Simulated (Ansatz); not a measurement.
System: C₄H₆Mg (SMILES CCC#[C][MgH]).

Input file:

```
crystal:
  periodic: [false, false, false]
  atoms:
    - symbol: C
      position_ang: [0.257713, 2.062769, -3.036134]
    - symbol: C
      position_ang: [0.584060, 0.627891, -2.592848]
    - symbol: C
      position_ang: [-0.558251, -0.072875, -2.008013]
    - symbol: C
      position_ang: [-1.534296, -0.638448, -1.520806]
    - symbol: Mg
      position_ang: [-3.138408, -1.570069, -0.719187]
    - symbol: H
      position_ang: [1.147312, 2.546802, -3.468610]
    - symbol: H
      position_ang: [-0.085208, 2.667868, -2.183033]
    - symbol: H
      position_ang: [-0.541004, 2.066607, -3.793471]
    - symbol: H
      position_ang: [0.959815, 0.048778, -3.455667]
    - symbol: H
      position_ang: [1.411321, 0.644265, -1.860458]
    - symbol: H
      position_ang: [-4.479412, -2.347631, -0.048833]
basis:
  gaussian: {orbitals: def2-TZVPD}
hamiltonian: {xc: {name: PBE0}}
output: {forces: true, orbitals: {seedname: orbitals}}
```

Launched as:

```sh
ansatz run input.yaml --threads 2 --pin off --max-ram 4350MiB --events-out events.jsonl --progress --plain --runs-dir runs
```

Geometry: B3LYP-D3(BJ)/def2-SVP.

These are results of isolated molecule in a Gaussian basis; Kohn-Sham density functional theory, functional PBE0 (Ansatz), not measurements.

Question: What will maps of the electron density and electron localisation function show?

Answer: C–C (1.23 Å): ρ at the midpoint is about 2.8 e/Å³; the ELF peaks at about 0.85 between the atoms: a short, multiple covalent bond.
C–Mg (2.02 Å): the density is about 0.51 e/Å³ at the midpoint; the ELF peaks at about 0.95 in the valence shell of C, 0.8 Å from its nucleus, and is about 0.70 at the midpoint.
C–H (1.10 Å): ρ at the midpoint is about 1.9 e/Å³; the ELF climbs to about 1 towards the hydrogen, as it does in any bond to H (an ordinary covalent bond to hydrogen).
Mg–H (1.69 Å): ρ is about 0.39 e/Å³ halfway; the ELF climbs to about 1 towards the hydrogen.

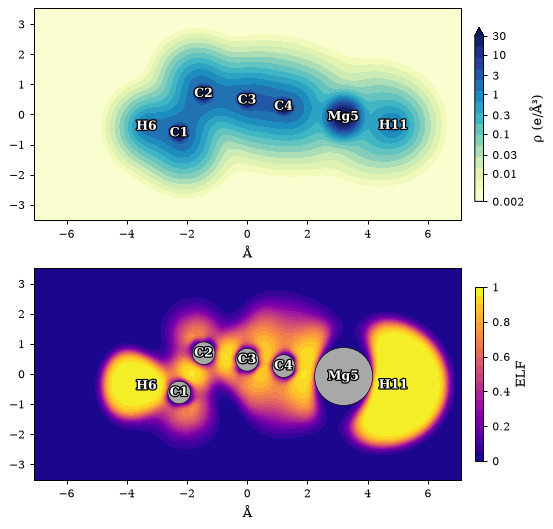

Computed electron density and electron localisation function on the plane of atoms C2, C1 and H6, in this order. Grey discs cover the atomic cores in the ELF map. 
